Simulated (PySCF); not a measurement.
C5H5F3O2S (SMILES C=C/C=C\S(=O)(=O)C(F)(F)F)

Input

```
{"job": {"kind": "uv", "xc": "CAM-B3LYP", "basis": "def2-SVPD", "ip": false}, "charge": 0, "multiplicity": 1}
C      2.853723     0.588393    -0.637871
C      1.589862     0.147510    -0.550730
C      1.082863    -0.433154     0.677141
C     -0.153003    -0.898279     0.941936
S     -1.491661    -0.914746    -0.198050
O     -2.487449    -1.852017     0.289763
O     -1.026544    -0.920443    -1.577552
C     -2.230664     0.781614     0.054162
F     -3.347386     0.870345    -0.638096
F     -2.485773     0.973908     1.338367
F     -1.376546     1.704662    -0.358796
H      3.542412     0.519210     0.210237
H      3.238742     1.030544    -1.559687
H      0.913142     0.211925    -1.405167
H      1.801632    -0.500255     1.503476
H     -0.436594    -1.301622     1.916361
```

Run with:

```sh
OMP_NUM_THREADS=2 python probes_run.py task.json out
```

Geometry: PBE0-D3(BJ)/def2-SVP.

Computed with CAM-B3LYP/def2-SVPD, SCF density, gas phase in PySCF.

Q: Predict the electron density and electron localisation function between the atoms.

A: C–C (1.34 Å): ρ is about 2.3 e/Å³ halfway; the ELF peaks at about 0.95 between the atoms; a multiple bond.
C–S (1.76 Å): ρ at the midpoint is about 1.5 e/Å³; the ELF peaks at about 0.95 between the atoms; a covalent bond.
C–H (1.09 Å): the density is about 2 e/Å³ at the midpoint; the ELF climbs to about 1 towards the hydrogen, as it does in any bond to H; a covalent bond by its length.
C–C (1.45 Å): ρ at the midpoint is about 1.9 e/Å³; the ELF peaks at about 0.95 between the atoms, as expected for localised, covalent bonding.

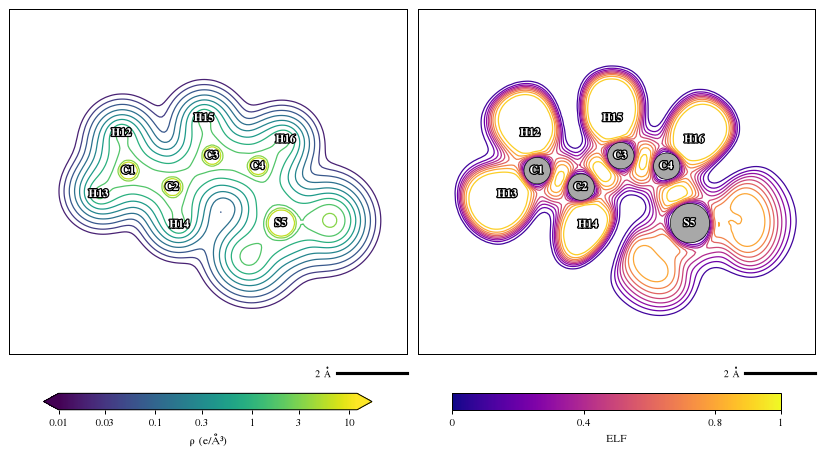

Computed electron density and electron localisation function on the plane of atoms C4, C3 and H15, in this order. Grey discs cover the atomic cores in the ELF map. 
